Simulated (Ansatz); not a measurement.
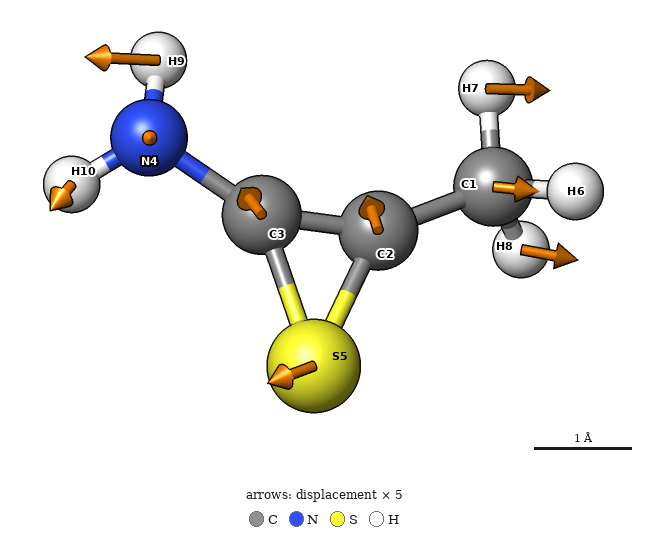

This is a relaxation of C₃H₅NS. The starting structure is drawn; orange arrows show the displacements, 5 times their true length. The two geometries are superimposed by the best rigid fit.

A ball-and-stick model, seen at a tilt.

The run prepares the start of a later molecular dynamics calculation, from a guessed geometry.

Level of theory: RKS PBE0-D4/6-31G* (Ansatz 0.2.0).

Input file:
```yaml
crystal:
  periodic: [false, false, false]
  atoms:
    - { symbol: C, position_ang: [-1.5215, -0.6526, -0.0368] }
    - { symbol: C, position_ang: [-0.3829, 0.1203, -0.4086] }
    - { symbol: C, position_ang: [0.7862, 0.5667, -0.1852] }
    - { symbol: "N", position_ang: [1.9355, 0.6436, 0.6475] }
    - { symbol: S, position_ang: [0.2433, 0.9914, -1.7341] }
    - { symbol: H, position_ang: [-2.445, 0.0653, -0.0409] }
    - { symbol: H, position_ang: [-1.4439, -1.0458, 0.9523] }
    - { symbol: H, position_ang: [-1.7219, -1.4028, -0.7633] }
    - { symbol: H, position_ang: [1.8881, -0.0887, 1.3889] }
    - { symbol: H, position_ang: [2.7452, 0.7515, 0.1833] }
basis:
  gaussian: { orbitals: "6-31G*" }
hamiltonian:
  xc: pbe0
  dispersion: d4
relax:
  f_tol: 0.02
  max_steps: 40
scf:
  lower_state_search: "off"
```

Launched with:
```bash
ansatz run input.yaml --threads 2 --pin off --max-ram 3072MiB --backend cpu --events-out ev --progress --plain --runs-dir out
```

**What did the optimiser do to the structure, and how much energy did it gain?**

Over 5 accepted moves (6 points after the start) the energy falls by 0.884 eV. The largest force component goes from 6 to 0.02 eV/Å. The line search rejected the trial step at point 3 of the run. H9 moves most after the best rigid fit: 0.18 Å. By element the largest moves are H 0.18 Å, S 0.13 Å, C 0.12 Å, N 0.03 Å. Near-neighbour distances that change, for instance: C2–S5 1.705 → 1.893 Å, C3–S5 1.695 → 1.806 Å, C1–H6 1.170 → 1.097 Å, N4–H10 0.940 → 1.011 Å. Bond angles that change, for instance: N4–C3–S5 141.3° → 134.0°, C1–C2–C3 151.5° → 157.9°, H9–N4–H10 118.1° → 112.8°. The run took 21 s on 2 threads of Arm Neoverse N1 (shared host), peak memory 0.16 GiB.
